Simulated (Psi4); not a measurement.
# GeH3Cl (SMILES [Cl][GeH3]) at HF/STO-3G

What is the vertical ionisation energy of GeH3Cl at HF/STO-3G? The job is set up through a Python script.

The results are computed with Psi4 1.11.

1 further run of the same task is left out (set aside as unsound or not needed).

**1. The molecule**

GeH3Cl has 5 atoms, charge 0, and is taken as a singlet. SMILES: `[Cl][GeH3]`. Geometry: relaxed at PBE0-D4/def2-TZVP.

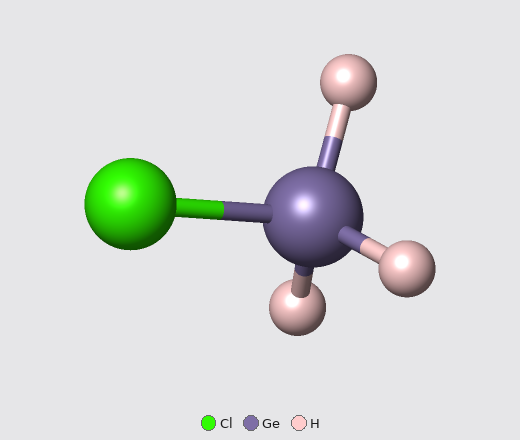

Viewed from a chosen angle; chlorine green, germanium purple, hydrogen pink.

**2. Energy and forces at HF/STO-3G**

Contents of run.py:

```python
import psi4

psi4.set_memory(1600000000)
psi4.set_num_threads(1)
psi4.core.set_output_file('output.dat', False)

mol = psi4.geometry("""
0 1
Cl
Ge 1 2.155134
H 2 1.531843 1 107.11447
H 2 1.531812 3 111.72742 1 117.00925
H 2 1.53187 4 111.72076 3 -125.98986
symmetry c1
no_reorient
no_com
""")

psi4.set_options(dict(basis='STO-3G', puream=True, e_convergence=1e-09, d_convergence=1e-08, scf_type='pk'))

e_tot, wfn = psi4.gradient('hf', return_wfn=True)
psi4.oeprop(wfn, 'WIBERG_LOWDIN_INDICES', 'QUADRUPOLE', 'LOWDIN_CHARGES')
print('gradient / Eh bohr^-1')
print(e_tot.np.round(6))
print(f'energy = {wfn.energy():.10f} Eh')
```

On the command line:

```sh
python run.py
```

output.dat:

```text
[...]
  Running in c1 symmetry.
[...]
  Nuclear repulsion =  176.393821016206658
[...]
  Multiplicity = 1
[...]
  Nalpha       = 26
  Nbeta        = 26
[...]
    Number of basis functions: 30
[...]
   @RHF iter   1: -2507.87497833477119   -3.06473e+00   1.96946e-02 ADIIS/DIIS
[...]
   @RHF iter   9: -2508.13618233874740   -3.18323e-12   1.36909e-09 DIIS
[...]
    Orbital Energies [Eh]
    ---------------------
    Doubly Occupied:
       1A   -400.617682     2A   -103.624912     3A    -50.459972
       4A    -45.524320     5A    -45.523471     6A    -45.523470
       7A    -10.317364     8A     -7.760958     9A     -7.755858
      10A     -7.755858    11A     -6.542896    12A     -4.586352
      13A     -4.582705    14A     -4.582705    15A     -0.988952
      16A     -0.725371    17A     -0.724877    18A     -0.724876
      19A     -0.720663    20A     -0.720663    21A     -0.673565
      22A     -0.471361    23A     -0.471347    24A     -0.423757
      25A     -0.366917    26A     -0.366914
[...]
  @RHF Final Energy: -2508.13618233874740
   => Energetics <=
    Nuclear Repulsion Energy =            176.3938210162066582
    One-Electron Energy =               -3863.9844380818753962
    Two-Electron Energy =                1179.4544347269213631
    Total Energy =                      -2508.1361823387469485
[...]
  -Total Gradient:
     Atom            X                  Y                   Z
    ------   -----------------  -----------------  -----------------
       1        0.000002313999     0.000002942420    -0.001621943799
       2       -0.000023680364    -0.000011527129    -0.030882473460
       3        0.000002440864    -0.035549760682     0.010838262779
       4       -0.030774493592     0.017777391382     0.010832912135
       5        0.030793419094     0.017780954010     0.010833242282
[...]
 Multipole Moments:
 ------------------------------------------------------------------------------------
     Multipole            Electronic (a.u.)      Nuclear  (a.u.)        Total (a.u.)
 ------------------------------------------------------------------------------------
 L = 1.  Multiply by 2.5417464519 to convert [e a0] to [Debye]
 Dipole X            :         -0.0002103            0.0001564           -0.0000539
 Dipole Y            :         -0.0002150            0.0001441           -0.0000709
 Dipole Z            :          2.9133427           -1.7035761            1.2097666
 Magnitude           :                                                    1.2097666
 L = 2.  Multiply by 1.3450342976 to convert [e a0^2] to [Debye ang]
 Quadrupole XX       :        -33.3490271           11.4807990          -21.8682281
 Quadrupole XY       :          0.0000460           -0.0000341            0.0000119
[...]
```

The script printed:

```text
gradient / Eh bohr^-1
[[ 2.0000e-06  3.0000e-06 -1.6220e-03]
 [-2.4000e-05 -1.2000e-05 -3.0882e-02]
 [ 2.0000e-06 -3.5550e-02  1.0838e-02]
 [-3.0774e-02  1.7777e-02  1.0833e-02]
 [ 3.0793e-02  1.7781e-02  1.0833e-02]]
energy = -2508.1361823387 Eh
```

Run time: 2.9 s. Hardware: 1 thread of AMD EPYC 7R43 (Zen 3), shared host; peak memory 0.19 GiB.

**3. The doublet cation at the same level**

Contents of clgeh3.xyz:

```xyz
5
ClGeH3
Cl    -1.875800    -0.025100     0.641300
Ge     0.161800    -0.013900    -0.060600
H      0.160400     0.656200    -1.438100
H      0.619000    -1.473700    -0.140600
H      0.984500     0.782900     0.956700
```

Contents of run.py:

```python
import psi4

psi4.set_memory(1600000000)
psi4.set_num_threads(1)
psi4.set_output_file('psi4.out', False)

with open('clgeh3.xyz') as f:
    atoms = ''.join(f.readlines()[2:])
geom = psi4.geometry('1 2\n' + atoms + 'symmetry c1\nno_reorient\nno_com')

options = {'basis': 'STO-3G', 'reference': 'uhf', 'puream': True, 'e_convergence': 1e-09, 'd_convergence': 1e-08, 'scf_type': 'pk', 'maxiter': 100}
psi4.set_options(options)

e_tot = psi4.gradient("scf")
print('gradient / Eh bohr^-1')
print(e_tot.np.round(6))
for k, v in sorted(psi4.core.scalar_variables().items()):
    print(f'{k:45s} {v:18.10f}')
```

On the command line:

```sh
python run.py
```

psi4.out:

```text
[...]
  Running in c1 symmetry.
[...]
  Nuclear repulsion =  176.393821920947829
[...]
  Multiplicity = 2
[...]
  Nalpha       = 26
  Nbeta        = 25
[...]
    Number of basis functions: 30
[...]
   @UHF iter   1: -2507.50825199434303   -2.69800e+00   2.05118e-02 ADIIS/DIIS
[...]
   @UHF iter  15: -2507.80120272530075   -7.27596e-12   7.17823e-09 DIIS
[...]
   @S^2 Observed:                7.525505267E-01
[...]
    Orbital Energies [Eh]
    ---------------------
    Alpha Occupied:
       1A   -400.881390     2A   -104.199490     3A    -50.723532
       4A    -45.788262     5A    -45.786790     6A    -45.786623
       7A    -10.862885     8A     -8.320793     9A     -8.301366
      10A     -8.296282    11A     -6.805640    12A     -4.851243
      13A     -4.844020    14A     -4.843297    15A     -1.432315
      16A     -0.991053    17A     -0.989377    18A     -0.987980
      19A     -0.980300    20A     -0.980187    21A     -0.947335
      22A     -0.872977    23A     -0.812148    24A     -0.788912
      25A     -0.683081    26A     -0.670249
    Alpha Virtual:
[...]
  @UHF Final Energy: -2507.80120272530075
   => Energetics <=
    Nuclear Repulsion Energy =            176.3938219209478291
    One-Electron Energy =               -3846.6787521192327404
    Two-Electron Energy =                1162.4837274729845831
    Total Energy =                      -2507.8012027253007545
  UHF NO Occupations:
  HONO-2 :   24  A 1.9994601
  HONO-1 :   25  A 1.9993453
[...]
 Multipole Moments:
 ------------------------------------------------------------------------------------
     Multipole            Electronic (a.u.)      Nuclear  (a.u.)        Total (a.u.)
 ------------------------------------------------------------------------------------
 L = 1.  Multiply by 2.5417464519 to convert [e a0] to [Debye]
 Dipole X            :         46.0260613          -47.1431866           -1.1171253
 Dipole Y            :          1.7018524           -1.7122808           -0.0104285
 Dipole Z            :        -15.3378232           15.7620166            0.4241934
 Magnitude           :                                                    1.1949970
[...]
  -Total Gradient:
     Atom            X                  Y                   Z
    ------   -----------------  -----------------  -----------------
       1        0.054399977176    -0.000468470687    -0.020297144643
       2       -0.113376871850     0.002032975799     0.044443359758
       3        0.011085857926     0.012245141319    -0.031335844806
       4        0.019953752427    -0.028386115988    -0.006622802807
       5        0.027937284352     0.014576469556     0.013812432495
[...]
```

On the terminal:

```text
gradient / Eh bohr^-1
[[ 0.0544   -0.000468 -0.020297]
 [-0.113377  0.002033  0.044443]
 [ 0.011086  0.012245 -0.031336]
 [ 0.019954 -0.028386 -0.006623]
 [ 0.027937  0.014576  0.013812]]
CURRENT ENERGY                                  -2507.8012027253
CURRENT REFERENCE ENERGY                        -2507.8012027253
DD SOLVATION ENERGY                                 0.0000000000
HF KINETIC ENERGY                                2498.0668054555
HF POTENTIAL ENERGY                             -5005.8680081808
HF TOTAL ENERGY                                 -2507.8012027253
HF VIRIAL RATIO                                     2.0038967722
NUCLEAR REPULSION ENERGY                          176.3938219209
ONE-ELECTRON ENERGY                             -3846.6787521192
PCM POLARIZATION ENERGY                             0.0000000000
PE ENERGY                                           0.0000000000
SCF ITERATION ENERGY                            -2507.8012027253
SCF ITERATIONS                                     15.0000000000
SCF TOTAL ENERGY                                -2507.8012027253
TWO-ELECTRON ENERGY                              1162.4837274730
```

Wall time 2.8 s (1 thread of AMD EPYC 7R43 (Zen 3), shared host); peak memory 0.19 GiB.

**4. Results**

At HF/STO-3G:

| quantity | value |
| --- | --- |
| singlet GeH3Cl: total energy | -2508.13618 Eh |
| singlet GeH3Cl: dipole moment | 3.07 D |
| singlet GeH3Cl: HOMO energy | -9.98 eV |
| singlet GeH3Cl: LUMO energy | 8.64 eV |
| singlet GeH3Cl: HOMO–LUMO gap | 18.63 eV |
| singlet GeH3Cl: largest force on an atom | 1.911 eV/Å |
| doublet cation: total energy | -2507.80120 Eh |
| doublet cation: HOMO energy (highest over α and β) | -18.05 eV |
| doublet cation: LUMO energy (lowest over α and β) | -8.23 eV |
| doublet cation: ⟨S²⟩ | 0.753 |
| doublet cation: largest force on an atom | 6.263 eV/Å |
| vertical ionisation energy (to the doublet cation) | 9.115 eV |

In words: The vertical ionisation energy comes to 9.12 eV (210 kcal/mol). The largest force (singlet GeH3Cl) is 1.91 eV/Å: the shape isn't a stationary point for this species at this level. −ε(HOMO) before ionisation, 9.98 eV, is 0.87 eV above this ionisation energy. In a minimal basis such a difference can be off by several eV, whatever the method.
